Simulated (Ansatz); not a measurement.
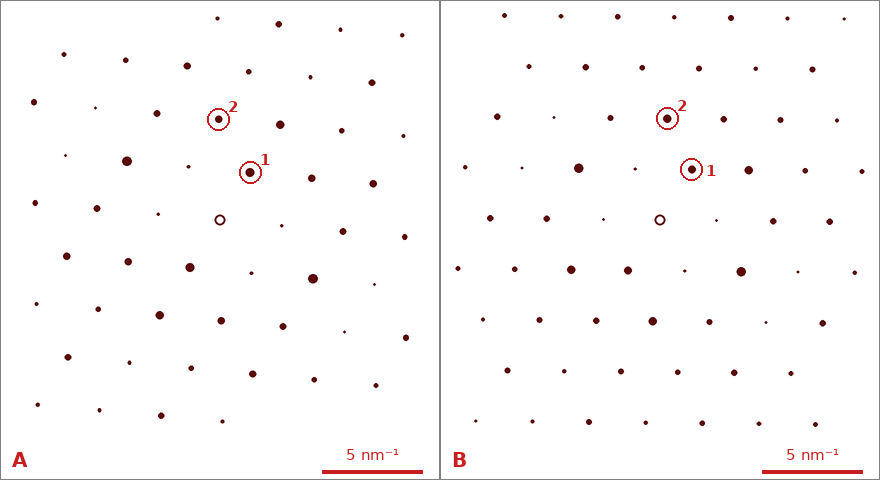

Kinematic electron diffraction patterns (120 kV, B = 0.5 Å², same scale) along [100] of the run's own cell, for the start and the end of one relaxation of Tl2Zn with DFT PBE, scalar-relativistic, plane waves, PAW (Ansatz). k mesh 6×6×10. The start is a generated model structure, and the relaxation ends in the nearest stationary point of its symmetry, not necessarily the ground state. Spot 1 is 0 -2 0 and spot 2 is 0 -3 -1 in both.

Start structure:

```
CELL_PARAMETERS angstrom
6.68373 0.00000 0.00000
0.00000 6.68373 0.00000
0.00000 0.00000 4.13610
ATOMIC_POSITIONS crystal
Zn 0.00000 0.00000 0.00000
Zn 0.50000 0.50000 0.50000
Tl 0.29632 0.29632 0.00000
Tl 0.20368 0.79632 0.50000
Tl 0.70368 0.70368 0.00000
Tl 0.79632 0.20368 0.50000
```

Which pattern belongs to the start structure, and which to the relaxed one?

Answer. B is the start: its cell gives d(1) = 3.342 Å, d(2) = 1.961 Å and an angle of 28.3°. A is the relaxed structure, with d(1) = 3.538 Å (+5.9 %), d(2) = 1.976 Å (+0.7 %) and 33.1°.

Name reflections whose intensity changes strongly on relaxation.

Answer. 0 4 0 goes from 18 to 65 % of the strongest spot; 0 4 -2 goes from 10 to 32 % of the strongest spot; 0 3 -3 goes from 20 to 10 % of the strongest spot.

Summarise the relaxation behind the change.

Answer. The volume changed by -1.9 % to 30.20 Å³ an atom; with the mean shift removed, the atoms moved by up to 0.20 Å relative to the cell (Tl most); the space group stayed P4_2/mnm (No. 136); the free energy fell by 17 meV an atom. Relaxed cell: a = 7.076 Å, b = 7.076 Å, c = 3.619 Å, α = 90.00°, β = 90.00°, γ = 90.00°.
